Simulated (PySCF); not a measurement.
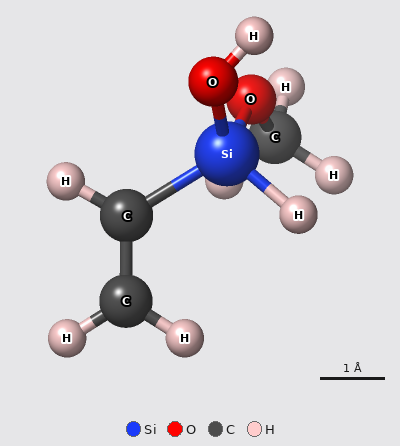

The structure as given in the input (ball-and-stick view, seen at a tilt). Bond lengths as drawn: C–C 1.34 Å, C–H 1.10 to 1.11 Å, C–O 1.40 Å, C–Si 1.85 Å, H–O 0.96 Å, H–Si 1.50 Å and O–Si 1.65 to 1.67 Å.

**C₃H₈O₂Si: core-level calculation**

System: C₃H₈O₂Si, SMILES C=C[SiH](O)OC.
Method: delta-SCF UKS SCAN, pcX-2 on the ionised atom, pcseg-1 elsewhere, spin-free X2C (PySCF 2.14.0).

Figures and captions count atoms from 1; the log counts them from 0 in places.

### The program's output
```
ground state, core basis on atom 0 (Si), 170 functions
  cycle   1  E = -559.58758338  |g| = 9.36e-01
  cycle   2  E = -559.20667900  |g| = 1.67e+00
  cycle   3  E = -559.75364897  |g| = 1.74e-01
  cycle   4  E = -559.76033775  |g| = 6.75e-02
  cycle   5  E = -559.76131460  |g| = 3.06e-02
  cycle   6  E = -559.76152224  |g| = 9.95e-03
  cycle   7  E = -559.76154836  |g| = 2.80e-03
  cycle   8  E = -559.76154990  |g| = 1.42e-03
  cycle   9  E = -559.76155024  |g| = 2.71e-04
  E(ground) = -559.76499754 Eh
hole in Si 2p of atom 0
  cycle   1  E = -555.47798933  |g| = 1.24e+00
[... 10 cycles left out ...]
  E(ion) = -555.81193156 Eh   <S^2> = 0.7520   hole on atom = 1.003   binding energy = 107.568 eV
  2p3/2 = 107.391 eV   2p1/2 = 108.017 eV
ground state, core basis on atom 1 (O), 159 functions
[... 6 cycles left out ...]
  E(ground) = -559.72598464 Eh
hole in O 1s of atom 1
[... 11 cycles left out ...]
  E(ion) = -539.93750478 Eh   <S^2> = 0.7615   hole on atom = 1.000   binding energy = 538.472 eV
ground state, core basis on atom 2 (O), 159 functions
[... 6 cycles left out ...]
  E(ground) = -559.72613354 Eh
hole in O 1s of atom 2
[... 10 cycles left out ...]
  E(ion) = -539.95804792 Eh   <S^2> = 0.7617   hole on atom = 1.000   binding energy = 537.917 eV
ground state, core basis on atom 3 (C), 159 functions
[... 6 cycles left out ...]
  E(ground) = -559.69655051 Eh
hole in C 1s of atom 3
[... 12 cycles left out ...]
  E(ion) = -548.95180991 Eh   <S^2> = 0.7712   hole on atom = 1.000   binding energy = 292.379 eV
ground state, core basis on atom 4 (C), 159 functions
[... 6 cycles left out ...]
  E(ground) = -559.69808086 Eh
hole in C 1s of atom 4
[... 3 cycles left out ...]
  cycle   4  E = -548.92779126  |g| = 3.69e-01
  cycle   5  E = -548.97864737  |g| = 1.61e-01
  cycle   6  E = -548.98937874  |g| = 4.46e-02
  cycle   7  E = -548.99027122  |g| = 1.74e-02
  cycle   8  E = -548.99043075  |g| = 8.57e-03
  cycle   9  E = -548.99048879  |g| = 4.57e-03
  cycle  10  E = -548.99052992  |g| = 2.59e-03
  cycle  11  E = -548.99054518  |g| = 2.26e-03
  cycle  12  E = -548.99055244  |g| = 7.46e-04
  cycle  13  E = -548.99055354  |g| = 4.18e-04
  E(ion) = -549.03383842 Eh   <S^2> = 0.8054   hole on atom = 1.000   binding energy = 290.189 eV
```

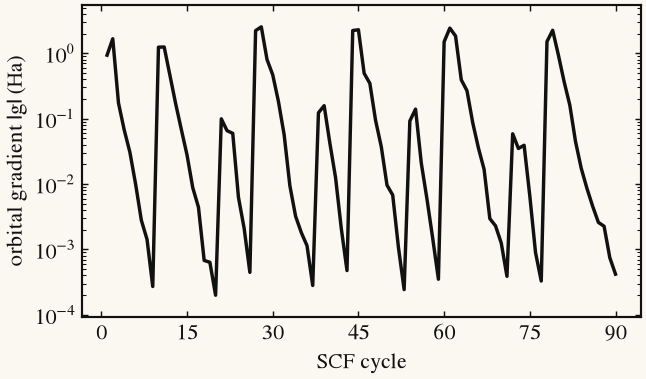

Convergence of the self-consistent field: orbital gradient |g| against the SCF cycle. All cycles printed in the log are drawn one after another.

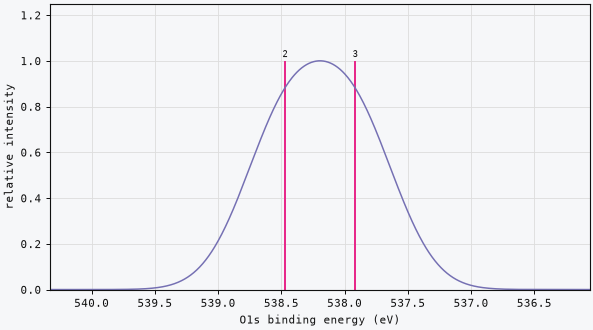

O1s binding energies by ΔSCF of the atoms computed, labelled by atom number, with a Gaussian envelope of 0.8 eV full width. They run from 537.92 eV (atom 3) to 538.47 eV (atom 2).

This output came from the following input.

### The input
```
{"job": {"kind": "xps", "holes": 5}, "charge": 0, "multiplicity": 1}
Si     0.925781    -0.065593     0.033657
O      2.392340    -0.579501    -0.529904
O      0.149513    -1.423157     0.605234
C     -1.081660    -1.403874     1.269789
C      0.012609     0.735765    -1.367206
C     -0.550710     1.943476    -1.244205
H      1.040258     0.918850     1.156671
H      2.855102    -1.218713     0.019889
H     -1.883882    -0.966055     0.647542
H     -1.035121    -0.830223     2.214536
H     -1.369862    -2.437442     1.515716
H     -0.093902     0.196947    -2.317743
H     -0.468573     2.523637    -0.316915
H     -1.113020     2.416750    -2.057118
```

The first line tells a small driver script what to run in PySCF; the rest is the geometry in Å.

Run as:
```bash
OMP_NUM_THREADS=1 python <driver script> task.json out
```

### Key numbers

- outcome: converged
- hardware: 1 CPU thread, shared host
- wall time: 43 s
- peak memory: 0.58 GiB
